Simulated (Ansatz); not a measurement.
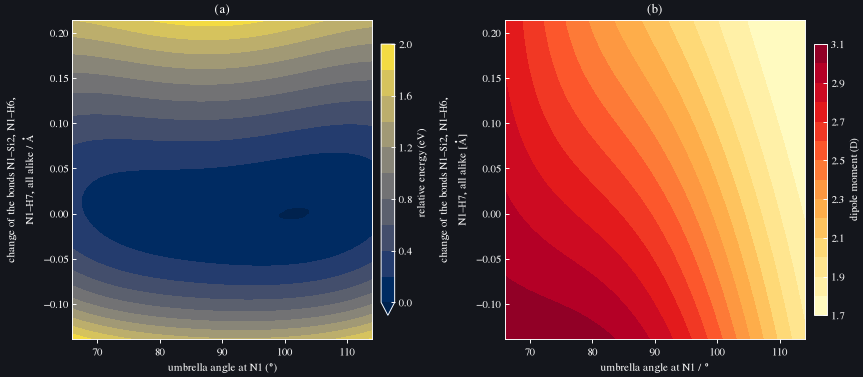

FH₆InN₂Si, SMILES N[Si](N)(F)[InH2]. The first coordinate is: umbrella angle at N1 (between each of its bonds and their common axis; 90 is planar); the second: change of the bonds N1–Si2, N1–H6, N1–H7, all alike. Nothing is relaxed (all other coordinates rigid). The grid has 11 × 11 points. Points are written as (first, second). Energies are in eV, from the lowest grid point. Level of theory: RKS PBE-D4/def2-SVP (Ansatz).

Panel (a) is the energy and panel (b) the computed dipole moment on the same grid.

The picture shows filled contours. Between grid points the surface is interpolated.

Q: How does the dipole moment vary over the map, and what is it at the lowest grid point?

A: Leaving out the highest fifth of the energies, it runs from 1.73 D at (114.0°, 0.144 Å) to 3.04 D at (66.0°, −0.103 Å). At the lowest grid point, (99.6°, 0.003 Å), it is 2.27 D.
